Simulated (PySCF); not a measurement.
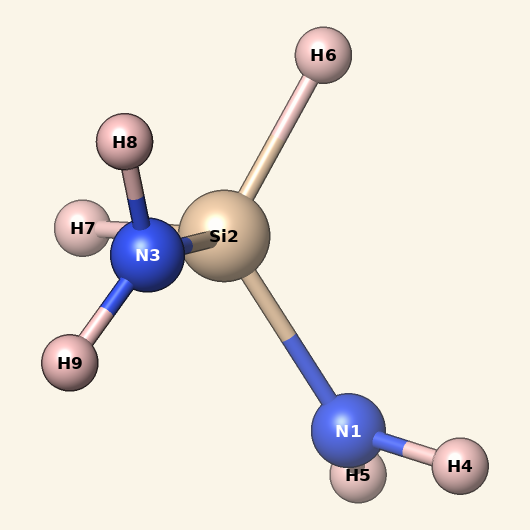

Si2 lies behind N3. The molecule seen a little off the N3–Si2 bond, N3 in front. Atoms fade into the background with distance from the viewer. The computed structure is the end point of a PBE0-D3(BJ)/def2-SVP optimisation. No frequency run is at hand to confirm it as a minimum.

What is the torsion angle H8–N3–Si2–N1? The sign is positive where the front bond must turn clockwise to cover the back bond.

Answer. 152°, antiperiplanar (anti).
